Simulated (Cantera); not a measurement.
Feed: 1 mol SiC, 5.2 mol N₂, equilibrated at 1798.15 K.

Equilibrium computed with Cantera from the NASA thermochemical tables; the gas is ideal and each condensed phase is pure. Candidate condensed phases: C, Si, SiC, Si₃N₄; 20 gas species. The tables' values for SiN are old estimates; treat these amounts as uncertain. Kinetics and transport are ignored.

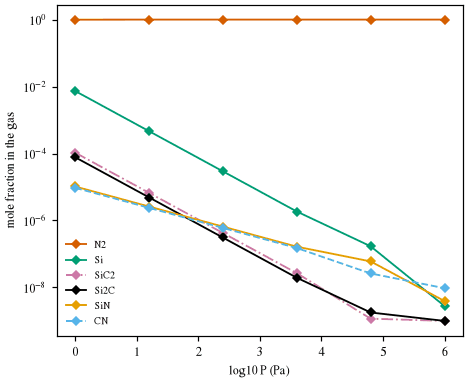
Equilibrium gas composition (values under 1e-9 drawn at 1e-9)

Problem. Read off the mole fractions at 1.00 Pa.

Solution. N₂ about 0.99, Si about 0.0074, SiC₂ about 0.00011, Si₂C about 7.8e-5, SiN about 1.0e-5, CN about 9.5e-6.
